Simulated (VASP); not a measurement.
```xyz
1
Lattice="0.0000 1.9712 1.9712 1.9712 0.0000 1.9712 1.9712 1.9712 0.0000" Properties=species:S:1:pos:R:3 pbc="T T T"
Pt     0.0000     0.0000     0.0000
```

All values below come from r2SCAN meta-GGA, VASP's PBE PAW potentials (set 64) (plane waves; VASP). Numerical set-up: 520 eV cut-off, 18×18×18 Γ-centred mesh, tetrahedra with Blöchl corrections, potentials Pt.

Unless said otherwise, spin-orbit coupling is left out, though it shifts the bands of the heavy elements here.

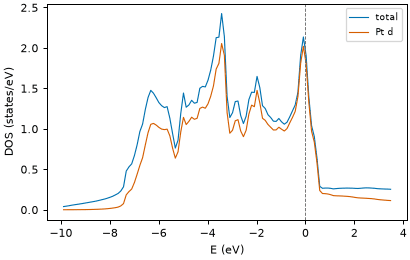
Fig. 1. Total and projected density of states, zero at the Fermi level

Within 2 eV below the Fermi level the largest weight inside VASP's projection spheres is Pt d.

It has no gap at this level: it comes out as a metal or semimetal.

The compound is Pt in the fcc structure. It was relaxed first.
